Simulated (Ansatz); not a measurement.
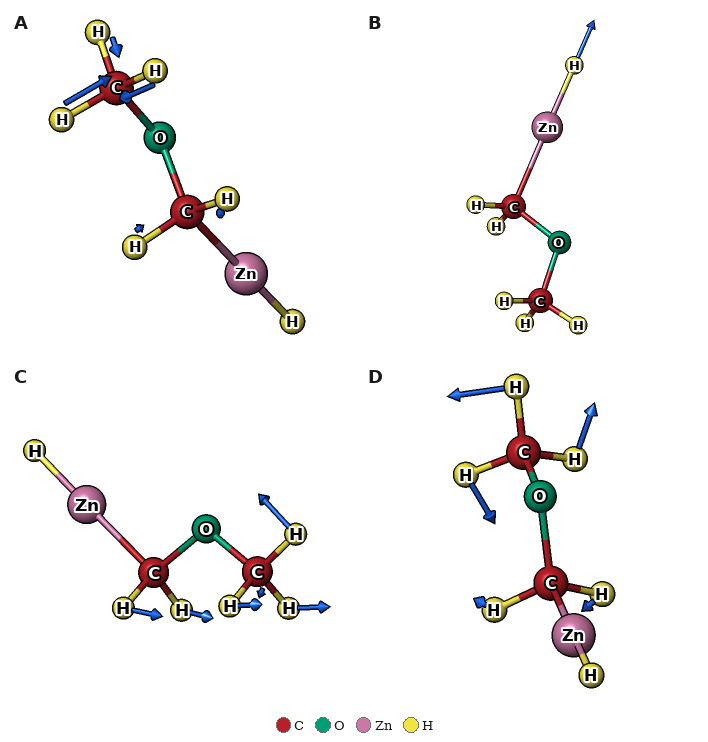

4 normal modes of one molecule or complex, as arrows. Harmonic vibrations computed with RKS PBE0-D4/def2-TZVP (Ansatz 0.2.0) at a stationary point of the same level.

Match the panels to the wavenumbers 233 cm⁻¹, 1190 cm⁻¹, 1897 cm⁻¹, 2983 cm⁻¹.

A: 2983 cm⁻¹, in-phase stretching of 2 C–H bonds
B: 1897 cm⁻¹, Zn–H stretching
C: 1190 cm⁻¹, H–C–O bending
D: 233 cm⁻¹
